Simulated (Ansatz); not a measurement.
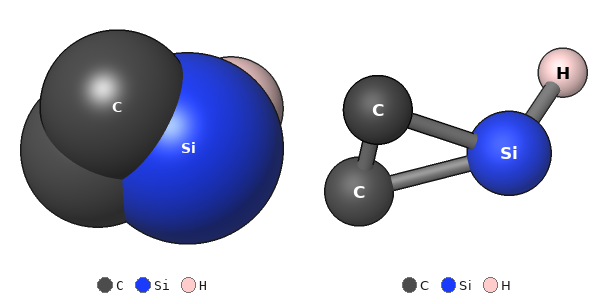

The same structure drawn twice, from different directions.

State: neutral, doublet. The geometry was computed by an optimisation with PBE0-D4/def2-TZVP. No frequency run is at hand to confirm it as a minimum.

> Which formula does it have?

C₂HSi, 4 atoms: 2 carbon, 1 hydrogen and 1 silicon.

> How many bonds of each kind are drawn?

2 C–Si, 1 C–C, 1 Si–H. Sticks follow a distance rule.

More results for the same structure follow; atom numbers are the same in all pictures, views and colours differ.

### Geometry

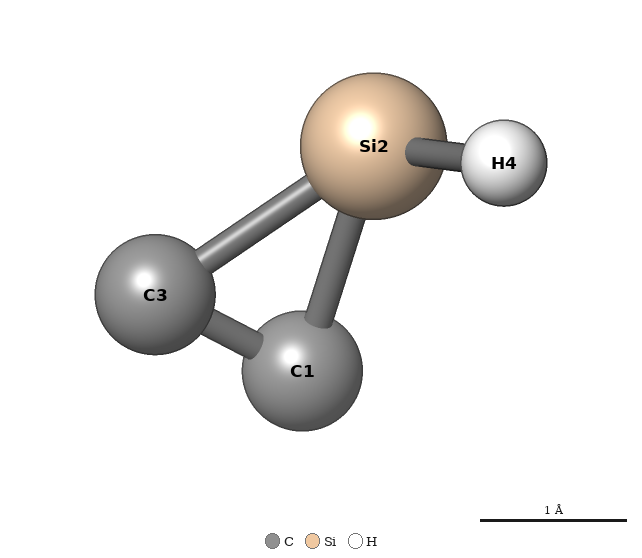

The atoms are numbered. No frequency run is at hand to confirm it as a minimum.

List the bonds and their lengths.

```
  bond  length (Å)
C1–Si2       1.822
 C1–C3       1.260
Si2–C3       1.841
Si2–H4       1.508
```

### Electronic properties

No frequency run is at hand to confirm it as a minimum. Level of theory: UKS PBE0-D4/def2-TZVPP (Ansatz 0.2.0).

> What is the ⟨S²⟩ of the determinant?

0.755.

> Give the HOMO energy (Kohn–Sham orbital) at this level.

−7.08 eV.

### Dipole moment

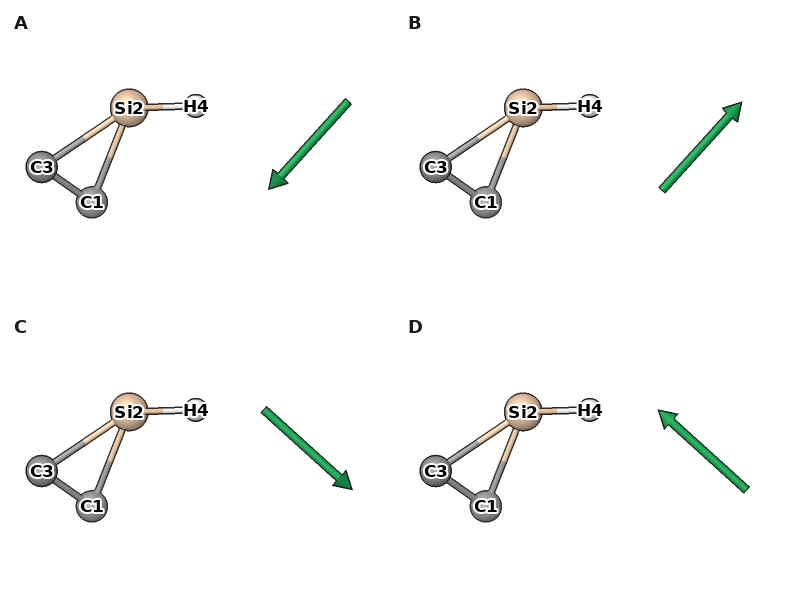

The same molecule four times, each with an arrow. No frequency run is at hand to confirm it as a minimum. Properties computed with UKS PBE0-D4/def2-TZVP (Ansatz 0.2.0).

> Which arrow points along the dipole moment, from the negative to the positive end?

B. The dipole moment is 2.89 D; it points from the side of C1, C3 to the side of H4 (the outermost atoms at the two ends).

### Charges

The questions are on Mulliken charges. No frequency run is at hand to confirm it as a minimum. Method: UKS PBE0-D4/def2-TZVP (Ansatz 0.2.0).

Give the Mulliken charges atom by atom.

| atom | value (e) |
| --- | --- |
| C1 | −0.13 |
| Si2 | 0.24 |
| C3 | −0.15 |
| H4 | 0.03 |

Mulliken values depend strongly on the basis set and can even reverse the polarity of a bond.
